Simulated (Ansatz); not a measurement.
Consider MgCoF$_{2}$.

The calculation's input:

```
crystal:
  lattice:
    - [0.0, 4.466321629, 4.466321629]
    - [4.466321629, 0.0, 4.466321629]
    - [4.466321629, 4.466321629, 0.0]
  atoms:
    - { symbol: Mg, position: [0.0, 0.0, 0.0] }
    - { symbol: Mg, position: [0.25, 0.25, 0.25] }
    - { symbol: Co, position: [0.75, 0.75, 0.75], spin: 2.59 }
    - { symbol: Co, position: [0.5, 0.5, 0.5], spin: 2.59 }
    - { symbol: F, position: [0.625, 0.625, 0.625] }
    - { symbol: F, position: [0.625, 0.625, 0.125] }
    - { symbol: F, position: [0.625, 0.125, 0.625] }
    - { symbol: F, position: [0.125, 0.625, 0.625] }
basis:
  ecutwfc: 420
kpoints:
  mp_grid: { grid: [8, 8, 8] }
hamiltonian:
  xc: pbe
scf:
  occupations: { method: gaussian, width: 0.1 }
output:
  forces: true
  stress: true
  eigenvalues: true
  populations: true
  write_density: true
  write_potential: true
  elf: true
  volumetric_format: npy
magnetization:
  spin_polarized: true
relax:
  adjacent_minimum: "off"
  f_tol: 0.01
  max_steps: 80
  cell: { stress_tol: 0.05 }
```

Command:

```sh
ansatz run input.yaml --threads 1 --pin off --max-ram 2560MiB --backend cpu --events-out ev --progress --plain --runs-dir out
```

Below, planes, directions and counts refer to the conventional cell (a = 8.95 Å, b = 8.95 Å, c = 8.95 Å, α = 90.00°, β = 90.00°, γ = 90.00°).

The fields are those of the relaxed geometry.

Space group Fd-3m; a structure generated by program, which may or may not match a known phase; the SCF solution may not be the lowest one; the program warned that another magnetic order may lie lower; spin-polarised.

Computed with DFT PBE, scalar-relativistic, plane waves, PAW (Ansatz).

What can the converged valence pseudo-density, electron localisation function and spin density tell about the bonding?

Co–F (1.94 Å): the density is about 0.56 e/Å³ at the midpoint; the ELF peaks at about 0.80 in the valence shell of F, 0.6 Å from its nucleus, and is about 0.10 at the midpoint: no shared electron pair shows on this line.
Mg–F (3.71 Å): ρ is about 0.03 e/Å³ halfway; the ELF is about 0.05 at the midpoint (no localised pair shows between them).
Mg–Mg (3.87 Å): the density is about 0.05 e/Å³ at the midpoint; the ELF peaks at about 0.75 between the atoms.
Mg–Co (3.87 Å): ρ is about 0.03 e/Å³ halfway; the ELF is about 0.10 at the midpoint (no shared electron pair shows on this line).
The spin density sits on Co: +2.4 μB (×8) in one cell of 32 atoms, with smaller moments on F (up to +0.10 μB): parallel main moments (a ferromagnetic arrangement) in this solution. The cell of the calculation (8 atoms) carries 5.7 μB of net spin moment.

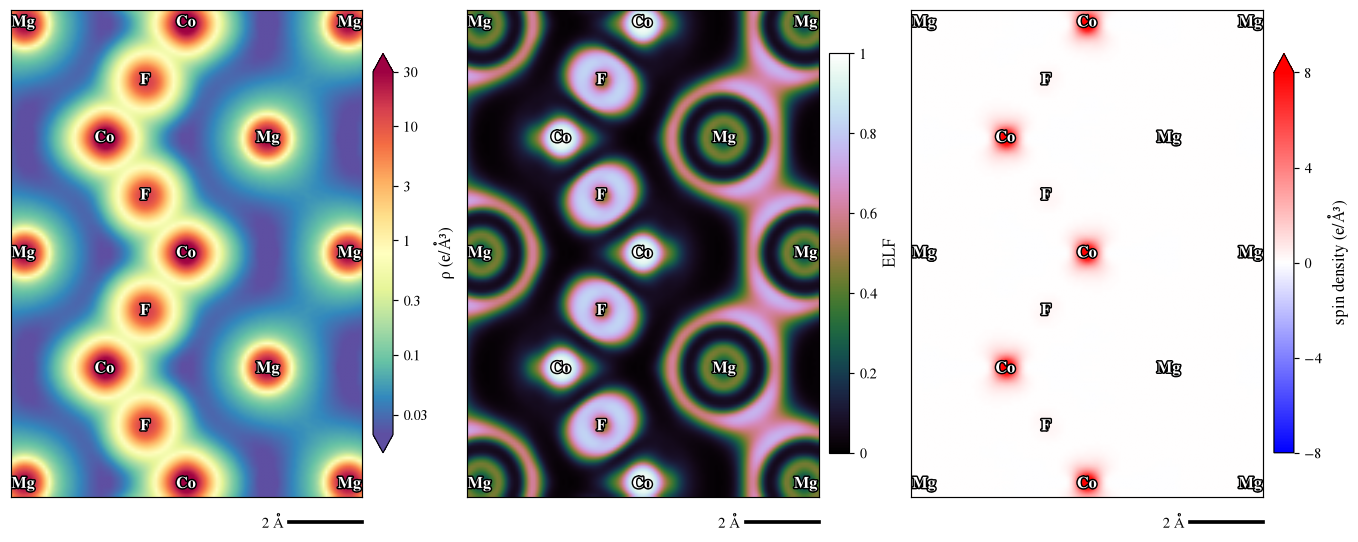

Computed valence pseudo-density, electron localisation function and spin density on the (101) plane of the conventional cell, in this order. 

The density is the valence pseudo-density of a PAW calculation; it isn't the true density close to the nuclei.
